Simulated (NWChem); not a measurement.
# CH3F2Si (SMILES FC(F)[SiH2]): levels of theory compared

Aim: a comparison of 5 runs (UHF/STO-3G, UHF/3-21G, UB2PLYP/6-31G, UB3LYP/6-31G*) of CH3F2Si. 

The results are computed with NWChem 7.3.0.

### Step 1. The system as given

CH3F2Si: 7 atoms, total charge 0, spin state doublet. SMILES: `FC(F)[SiH2]`. The coordinates come from a GFN2-xTB relaxation. This is one conformer, not always the lowest.

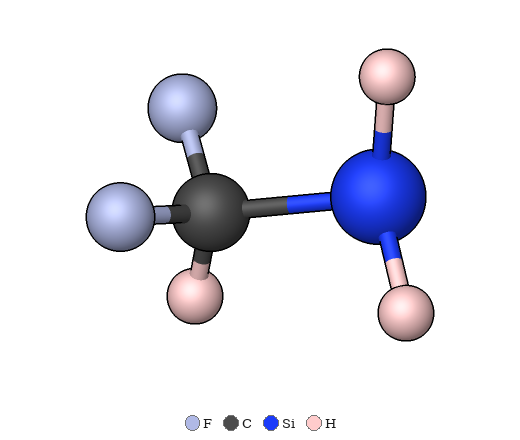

The structure, seen from a chosen angle (fluorine light blue, carbon dark grey, silicon blue, hydrogen pink).

### Step 2. Energy and forces at UHF/STO-3G (run 1)

The input, run.py:

```python
from ase import Atoms
from ase.calculators.nwchem import NWChem

atoms = Atoms(['F', 'C', 'F', 'Si', 'H', 'H', 'H'], positions=[
    [0.251750, -1.412550, 1.130120],
    [0.501540, -0.596980, 0.068290],
    [1.577370, 0.168170, 0.433550],
    [-1.026870, 0.530260, -0.302820],
    [0.842050, -1.238670, -0.757800],
    [-1.418780, 1.223090, 0.912090],
    [-0.727050, 1.326680, -1.483430],
])

calc = NWChem(
    label='ch3f2si',
    theory='scf',
    memory='2200 mb',
    basis='STO-3G',
    basispar='spherical bse',
    scf={'nopen': '1', 'uhf': None, 'thresh': '1e-08', 'maxiter': '80'},
)
atoms.calc = calc

forces = atoms.get_forces()
print("Total energy (eV):", round(atoms.get_potential_energy(), 6))
print("forces (eV/A):")
for s, f in zip(atoms.symbols, forces):
    print(f"{s:2s} {f[0]:10.5f} {f[1]:10.5f} {f[2]:10.5f}")
```

The run is started by

```bash
$ export ASE_NWCHEM_COMMAND="nwchem PREFIX.nwi > PREFIX.nwo"
$ python run.py
```

Output:

```text
Total energy (eV): -14170.762219
forces (eV/A):
F    -0.43411   -1.09241    1.22333
C    -0.57161    0.87988   -0.43447
F     1.13560    0.82707    0.25490
Si   -0.31933   -0.52620   -0.55685
H    -0.27459   -0.10660   -0.69924
H     0.53597    0.04623   -0.78419
H    -0.07194   -0.02803    0.99651
```

The calculator wrote ch3f2si.nwi:

```
title "ch3f2si"

permanent_dir ch3f2si

scratch_dir ch3f2si

start ch3f2si

geometry units angstrom nocenter noautosym noautoz
  F  2.5174999999999997e-01 -1.4125500000000000e+00 1.1301200000000000e+00
  C  5.0153999999999999e-01 -5.9697999999999996e-01 6.8290000000000003e-02
  F  1.5773699999999999e+00 1.6816999999999999e-01 4.3354999999999999e-01
  Si -1.0268699999999999e+00 5.3025999999999995e-01 -3.0281999999999998e-01
  H  8.4204999999999997e-01 -1.2386699999999999e+00 -7.5780000000000003e-01
  H  -1.4187799999999999e+00 1.2230900000000000e+00 9.1208999999999996e-01
  H  -7.2704999999999997e-01 1.3266800000000001e+00 -1.4834300000000000e+00
end

memory 2200 mb

basis spherical bse noprint
   * library STO-3G
end

scf
  nopen 1
  uhf
  thresh 1e-08
  maxiter 80
end

task scf gradient
```

ch3f2si.nwo:

```text
Northwest Computational Chemistry Package (NWChem) 7.3.0
             --------------------------------------------------------

           Job information
           ---------------

    nwchem branch   = 7.3.0
    use scalapack   = T
    input           = ch3f2si.nwi
    prefix          = ch3f2si.
    data base       = ch3f2si/ch3f2si.db
    status          = startup
    nproc           =        1

           Memory information
           ------------------

    heap     =     72089594 doubles =      550.0 Mbytes
    stack    =     72089599 doubles =      550.0 Mbytes
    global   =    144179200 doubles =     1100.0 Mbytes (distinct from heap & stack)
    total    =    288358393 doubles =     2200.0 Mbytes
    verify   = yes
    hardfail = no

[... 40 lines left out ...]
            Nuclear Dipole moment (a.u.)
[... 87 lines left out ...]
 1-e energy   =   -1054.380831
[... 7 lines left out ...]
         Quadratically convergent UHF
[... 14 lines left out ...]
       Final UHF  results
[... 3 lines left out ...]
      One electron energy =  -1052.421848908066
[... 1 line left out ...]
 Nuclear repulsion energy =    162.559983706770
[... 39 lines left out ...]
          Final beta eigenvalues
[... 176 lines left out ...]
                     UHF Final Beta Molecular Orbital Analysis
[... 240 lines left out ...]
                 ----------------------------------------
                 |  Time  |  1-e(secs)   |  2-e(secs)   |
                 ----------------------------------------
                 |  CPU   |       0.00   |       0.33   |
                 ----------------------------------------
                 |  WALL  |       0.00   |       0.33   |
                 ----------------------------------------

 Task  times  cpu:        1.6s     wall:        1.6s
 Total times  cpu:        1.6s     wall:        1.6s
```

Wall time 3.3 s (1 thread of Intel Xeon Platinum 8488C (Sapphire Rapids), shared host); peak memory 0.094 GiB.

### Step 3. Energy and gradient at UHF/3-21G (run 2)

The input, ch3f2si.nw:

```
start ch3f2si
memory 2200 mb

geometry noautosym nocenter noautoz
 F     0.251750   -1.412550    1.130120
 C     0.501540   -0.596980    0.068290
 F     1.577370    0.168170    0.433550
 Si   -1.026870    0.530260   -0.302820
 H     0.842050   -1.238670   -0.757800
 H    -1.418780    1.223090    0.912090
 H    -0.727050    1.326680   -1.483430
end

basis spherical bse
 * library 3-21G
end

scf
 doublet
 uhf
 thresh 1e-08
 maxiter 80
end

task scf gradient
```

The run is started by

```bash
$ nwchem ch3f2si.nw > ch3f2si.out
```

Output:

```text
[...]
  functions       =    46
[...]
  wavefunction    = UHF
[...]
         Total SCF energy =   -524.537578091308
      One electron energy =  -1052.700437142534
      Two electron energy =    365.602875344455
 Nuclear repulsion energy =    162.559983706771
                       Sz =      0.5000
                 Sz(Sz+1) =      0.7500
                      S^2 =      0.7548
[...]
                         UHF ENERGY GRADIENTS
    atom               coordinates                        gradient
                 x          y          z           x          y          z
   1 F       0.475739  -2.669332   2.135617    0.012408   0.014442  -0.017898
   2 C       0.947773  -1.128129   0.129049   -0.008942   0.014592   0.025653
   3 F       2.980797   0.317795   0.819291   -0.013967  -0.017868  -0.001744
   4 Si     -1.940503   1.002046  -0.572247    0.001252   0.016612   0.001944
   5 H       1.591244  -2.340747  -1.432034    0.008929  -0.010327  -0.006965
   6 H      -2.681105   2.311305   1.723600    0.001559  -0.008133  -0.007235
   7 H      -1.373925   2.507062  -2.803276   -0.001240  -0.009318   0.006246
[...]
```

It took 3.6 s on 1 thread of Intel Xeon Platinum 8488C (Sapphire Rapids), shared host; peak memory 0.094 GiB.

### Step 4. The energy at UB2PLYP/6-31G (run 3)

The input, ch3f2si.nw:

```
start ch3f2si
title "CH3F2Si B2PLYP"
memory total 2200 mb

geometry noautosym nocenter noautoz
  F      0.251750    -1.412550     1.130120
  C      0.501540    -0.596980     0.068290
  F      1.577370     0.168170     0.433550
  Si    -1.026870     0.530260    -0.302820
  H      0.842050    -1.238670    -0.757800
  H     -1.418780     1.223090     0.912090
  H     -0.727050     1.326680    -1.483430
end

basis spherical bse
  F library 6-31G
  C library 6-31G
  Si library 6-31G
  H library 6-31G
end

dft
  xc hfexch 0.53 becke88 0.47 lyp 0.73 mp2 0.27
  dftmp2 semidirect
  mult 2
  grid xfine
  convergence energy 1e-08
  iterations 100
  mulliken
  print medium
end

mp2
  freeze core 8
end

task dft energy
```

The run is started by

```bash
$ nwchem ch3f2si.nw > ch3f2si.out
```

Output:

```text
[...]
          Wavefunction type:  spin polarized.
          No. of atoms     :     7
          No. of electrons :    41
[...]
          Charge           :     0
          Spin multiplicity:     2
[...]
          AO basis - number of functions:    46
[...]
              XC Information
              --------------
                     Hartree-Fock (Exact) Exchange  0.530
                    Becke 1988 Exchange Functional  0.470
              Lee-Yang-Parr Correlation Functional  0.730
[...]
 d= 0,ls=0.0,diis     1   -528.2848297551 -6.91D+02  1.15D-02  1.71D-01     2.4
[...]
 d= 0,ls=0.0,diis    11   -528.3854213423 -8.98D-10  6.82D-07  1.61D-10    23.4
[...]
         Total DFT energy =     -528.385421342346
      One electron energy =    -1055.913588826718
           Coulomb energy =      412.876387418906
    Exchange-Corr. energy =      -47.908203641305
 Nuclear repulsion energy =      162.559983706771
[...]
      Total Density - Mulliken Population Analysis
     ---------------------------------------------
    Atom       Charge   Shell Charges
 -----------   ------   -------------------------------------------------------
    1 F    9     9.36   2.00  0.93  3.30  1.07  2.06
    2 C    6     5.77   2.00  0.70  1.91  0.57  0.59
    3 F    9     9.36   2.00  0.93  3.30  1.06  2.07
    4 Si  14    13.47   2.00  2.00  5.97  1.04  1.85  0.25  0.35
    5 H    1     0.84   0.55  0.29
    6 H    1     1.10   0.51  0.59
    7 H    1     1.12   0.51  0.61
[...]
      <S2> =      0.7520 (Exact =     0.7500)
[...]
  Basis functions       =     46
[...]
```

Wall time 26 s (1 thread of Intel Xeon Platinum 8488C (Sapphire Rapids), shared host); peak memory 0.14 GiB.

Run 4 isn't shown in full; the table further down has it.

### Step 5. Energy and forces at UB3LYP/6-31G(d) (Cartesian functions) (run 5)

The input, run.py:

```python
from ase import Atoms
from ase.calculators.nwchem import NWChem

molecule = Atoms(['F', 'C', 'F', 'Si', 'H', 'H', 'H'], positions=[
    [0.251750, -1.412550, 1.130120],
    [0.501540, -0.596980, 0.068290],
    [1.577370, 0.168170, 0.433550],
    [-1.026870, 0.530260, -0.302820],
    [0.842050, -1.238670, -0.757800],
    [-1.418780, 1.223090, 0.912090],
    [-0.727050, 1.326680, -1.483430],
])

calc = NWChem(
    label='ch3f2si',
    theory='dft',
    memory='2200 mb',
    basis='6-31G*',
    dft={'xc': 'b3lyp', 'mult': '2', 'grid': 'xfine', 'convergence': 'energy 1e-08', 'iterations': '100', 'mulliken': None},
)
molecule.calc = calc

forces = molecule.get_forces()
print("Total energy (eV):", round(molecule.get_potential_energy(), 6))
print("forces (eV/A):")
for s, f in zip(molecule.symbols, forces):
    print(f"{s:2s} {f[0]:10.5f} {f[1]:10.5f} {f[2]:10.5f}")
```

The run is started by

```bash
$ export ASE_NWCHEM_COMMAND="nwchem PREFIX.nwi > PREFIX.nwo"
$ python run.py
```

Output:

```text
Total energy (eV): -14394.98847
forces (eV/A):
F    -0.38541   -0.37461    0.38757
C     0.15020   -0.16686   -0.21278
F     0.32560    0.50615   -0.03939
Si    0.09055   -1.14214   -0.11570
H    -0.17077    0.11251   -0.09097
H    -0.09585    0.50347    0.45647
H     0.08567    0.56148   -0.38520
```

The calculator wrote ch3f2si.nwi:

```
title "ch3f2si"

permanent_dir ch3f2si

scratch_dir ch3f2si

start ch3f2si

geometry units angstrom nocenter noautosym noautoz
  F  2.5174999999999997e-01 -1.4125500000000000e+00 1.1301200000000000e+00
  C  5.0153999999999999e-01 -5.9697999999999996e-01 6.8290000000000003e-02
  F  1.5773699999999999e+00 1.6816999999999999e-01 4.3354999999999999e-01
  Si -1.0268699999999999e+00 5.3025999999999995e-01 -3.0281999999999998e-01
  H  8.4204999999999997e-01 -1.2386699999999999e+00 -7.5780000000000003e-01
  H  -1.4187799999999999e+00 1.2230900000000000e+00 9.1208999999999996e-01
  H  -7.2704999999999997e-01 1.3266800000000001e+00 -1.4834300000000000e+00
end

memory 2200 mb

basis noprint
   * library 6-31G*
end

dft
  xc b3lyp
  mult 2
  grid xfine
  convergence energy 1e-08
  iterations 100
  mulliken
end

task dft gradient
```

ch3f2si.nwo:

```text
Northwest Computational Chemistry Package (NWChem) 7.3.0
             --------------------------------------------------------

           Job information
           ---------------

    nwchem branch   = 7.3.0
    use scalapack   = T
    input           = ch3f2si.nwi
    prefix          = ch3f2si.
    data base       = ch3f2si/ch3f2si.db
    status          = startup
    nproc           =        1

           Memory information
           ------------------

    heap     =     72089594 doubles =      550.0 Mbytes
    stack    =     72089599 doubles =      550.0 Mbytes
    global   =    144179200 doubles =     1100.0 Mbytes (distinct from heap & stack)
    total    =    288358393 doubles =     2200.0 Mbytes
    verify   = yes
    hardfail = no

[... 125 lines left out ...]
          Convergence on energy requested:  1.00D-08
[... 27 lines left out ...]
          Convergence Information
[... 30 lines left out ...]
 1-e energy   =   -1054.832496
[... 58 lines left out ...]
      One electron energy =    -1056.528756228103
[... 8 lines left out ...]
                    DFT Final Alpha Molecular Orbital Analysis
[... 1112 lines left out ...]
          Convergence on gradient requested:  5.00D-04
[... 28 lines left out ...]
          total energy or number of iterations.
[... 38 lines left out ...]
                 ----------------------------------------
                 |  Time  |  1-e(secs)   |  2-e(secs)   |
                 ----------------------------------------
                 |  CPU   |       0.00   |       2.98   |
                 ----------------------------------------
                 |  WALL  |       0.00   |       2.98   |
                 ----------------------------------------

 Task  times  cpu:       53.1s     wall:       53.1s
 Total times  cpu:       53.1s     wall:       53.1s
```

Wall time 55 s (1 thread of Intel Xeon Platinum 8488C (Sapphire Rapids), shared host); peak memory 0.13 GiB.

### Step 6. The series

```tsv
run	level	task	iteration cap	energy (Eh)	dipole moment (D)	HOMO energy (eV)	LUMO energy (eV)	wall time
1	UHF/STO-3G	gradient	80	-520.765911	2.13	-6.89	6.05	3.3 s
2	UHF/3-21G	gradient	80	-524.537578	2.71	-9.50	0.79	3.6 s
3	UB2PLYP/6-31G	energy	100	-528.510656	2.53	-7.66	-1.75	26 s
4	UB3LYP/6-31G* (spherical functions)	gradient	100	-529.001705	1.66	–	–	49 s
5	UB3LYP/6-31G* (Cartesian functions)	gradient	100	-529.006073	1.67	-6.15	-3.03	55 s
```

### Step 7. Outcome

| quantity | value |
| --- | --- |
| run 5: total energy | -529.00607 Eh |
| run 5: dipole moment | 1.67 D |
| run 5: HOMO energy (highest over α and β) | -6.15 eV |
| run 5: LUMO energy (lowest over α and β) | -3.03 eV |
| run 5: ⟨S²⟩ | 0.752 |
| run 5: largest force on an atom | 1.152 eV/Å |

What this shows: The dipole moment (its size) runs from 1.66 D (UB3LYP/6-31G*) to 2.71 D (UHF/3-21G). The two ends differ in method and basis. Totals of different functionals can't be ranked against each other. In run 1 the basis is minimal, so the values are rough. All runs together took 2.3 min, the longest 55 s.
